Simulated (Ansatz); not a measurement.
# C₂H₂BCl₂F₃O: taking an electron away

Aim: the vertical ionisation energy of C₂H₂BCl₂F₃O, as cation minus neutral at the neutral's geometry, on several levels, and how well −ε(HOMO) stands in for it.

Computed with Ansatz 0.2.0, Gaussian basis. Level: unrestricted cation, the program's frozen cores in correlated methods.

Levels to be run: UKS PBE-D4/def2-TZVPP; UKS r2SCAN-D4/def2-TZVPP; UKS PBE0-D4/def2-TZVPP; UKS B3LYP-D4/def2-TZVPP; UKS wB97X-V/def2-TZVPP; UKS wB97M-V/def2-TZVPP; UKS B2PLYP/def2-TZVPP; UHF-CCSD(T)/def2-TZVPP; UHF-MP2/def2-QZVPP; extrapolation to the limit; then −ε(HOMO) from the neutral's earlier runs with LDA (SPW92), PBE-D4, revPBE-D4, BLYP-D4, r2SCAN-D4, B97M-V, PBE0-D4, B3LYP-D4, r2SCANh-D4, r2SCAN0-D4, HSE06-D4, BHLYP-D4, CAM-B3LYP-D4, LC-ωPBE, ωB97X-V, ωB97M-V.

**1. Structure used throughout**

All runs share one geometry, relaxed beforehand with PBE0-D4 in a triple-zeta def2 set.

SMILES `FC(F)(F)COB(Cl)Cl`, 11 atoms, charge 0, spin multiplicity 1.

Atoms are counted from 1 here; the program's logs count them from 0.

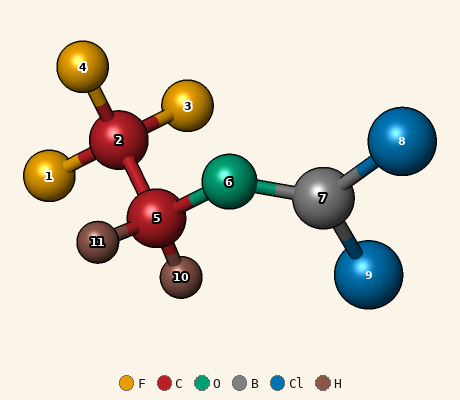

The geometry (fluorine amber, carbon red, oxygen teal, boron grey, chlorine blue, hydrogen brown); atoms are numbered from 1 in the order of the file.

Geometry (Å):

```xyz
11

F    -2.4101    0.6822   -0.6605
C    -1.1900    0.1758   -0.8668
F    -1.2738   -1.1542   -0.7866
F    -0.8192    0.4840   -2.1085
C    -0.2357    0.7357    0.1683
O     1.0486    0.2115   -0.0371
B     1.6266   -0.7401    0.7129
Cl    3.2116   -1.2911    0.2374
Cl    0.8646   -1.4168    2.1429
H    -0.6289    0.4951    1.1580
H    -0.1936    1.8181    0.0400
```

**2. Cation, UKS PBE-D4/def2-TZVPP**

in.yaml

```yaml
crystal:
  periodic: [false, false, false]
  atoms:
    - {symbol: F, position_ang: [-2.410128, 0.682159, -0.660540]}
    - {symbol: C, position_ang: [-1.190030, 0.175764, -0.866846]}
    - {symbol: F, position_ang: [-1.273754, -1.154215, -0.786554]}
    - {symbol: F, position_ang: [-0.819231, 0.484050, -2.108505]}
    - {symbol: C, position_ang: [-0.235726, 0.735657, 0.168272]}
    - {symbol: O, position_ang: [1.048586, 0.211483, -0.037098]}
    - {symbol: B, position_ang: [1.626566, -0.740135, 0.712949]}
    - {symbol: Cl, position_ang: [3.211639, -1.291133, 0.237435]}
    - {symbol: Cl, position_ang: [0.864610, -1.416826, 2.142853]}
    - {symbol: H, position_ang: [-0.628909, 0.495121, 1.158032]}
    - {symbol: H, position_ang: [-0.193623, 1.818055, 0.040001]}
basis:
  gaussian: {orbitals: def2-TZVPP}
total_charge: 1
magnetization: {spin_polarized: true, initial_magnetization: 1}
hamiltonian: {xc: pbe, dispersion: d4}
```

Run with:

```sh
$ ansatz run in.yaml --threads 4 --pin off --events-out ev --progress --plain --max-ram 66560MiB --backend cuda --devices 0, --max-vram 37GiB
```

Further steps of the session: Cation, UKS r2SCAN-D4/def2-TZVPP; Cation, UKS PBE0-D4/def2-TZVPP; Cation, UKS B3LYP-D4/def2-TZVPP; Cation, UKS wB97X-V/def2-TZVPP; Cation, UKS wB97M-V/def2-TZVPP; Cation, UKS B2PLYP (frozen core)/def2-TZVPP; Cation, UHF-CCSD(T)/def2-TZVPP; Cation, UHF-MP2/def2-QZVPP.

**Question.** What will the summary of the whole plan be? Wanted: ionisation energy, CCSD(T)/CBS; nearest functional by difference; nearest −ε(HOMO); −ε(HOMO) of PBE; T1 of the cation.

The runs gave:

```
                        quantity               value
  ionisation energy, CCSD(T)/CBS            12.02 eV
nearest functional by difference  ωB97X-V (-0.18 eV)
                nearest −ε(HOMO)  LC-ωPBE (+0.05 eV)
                 −ε(HOMO) of PBE             7.77 eV
                T1 of the cation               0.035
```

In words: By cation minus neutral, the functionals miss by 1.27 eV at most. −ε(HOMO) of PBE misses by 4.3 eV, since self-interaction lifts the level. Among orbital estimates LC-ωPBE comes nearest. Hartree-Fock falls 0.94 eV short, as the neutral has more correlation energy than the cation. The cation's T1 (from the report) is 0.035, near the customary mark of 0.045 for open shells, so the coupled-cluster value is less safe.
